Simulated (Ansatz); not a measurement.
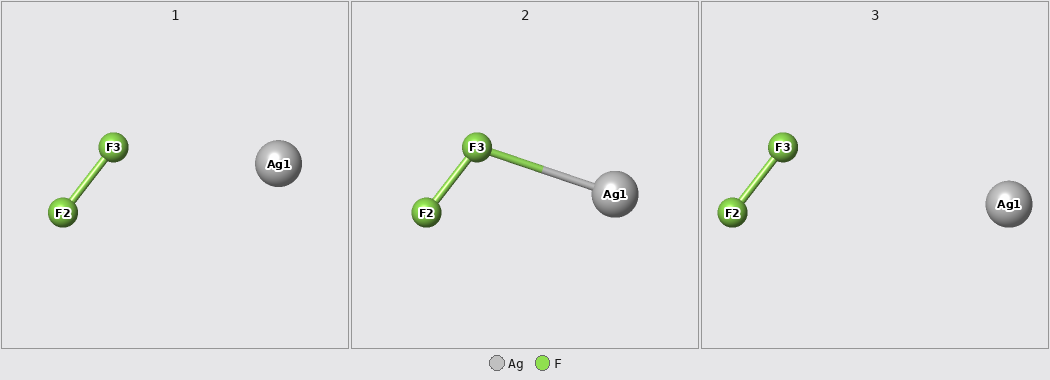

The pair Ag···F₂, charge +1. First axis: separation of F3 and Ag1 along their line in the relaxed pair. Second axis: sideways slip of Ag1. Nothing is relaxed (both partners rigid). The scan uses a 15 × 15 grid. Points are written as (first, second). All energies are given in kJ/mol relative to the lowest grid point. All numbers below come from RKS PBE0-D4/def2-TZVPD in Ansatz 0.2.0.

The numbered pictures are structures from this grid.

Q: Which is the most stable, and how do the others follow?

A: 2, at (2.457 Å, 0.000 Å): 0.0 kJ/mol; 1, at (2.722 Å, −0.629 Å): 3.9 kJ/mol; 3, at (3.914 Å, −0.314 Å): 15.9 kJ/mol.

The map, with the structures marked:

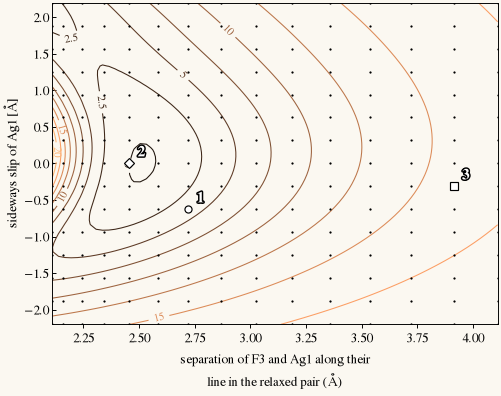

In the figure: contour lines labelled in kJ/mol (none above 22.5), dots at the grid points. Between grid points the surface is interpolated.
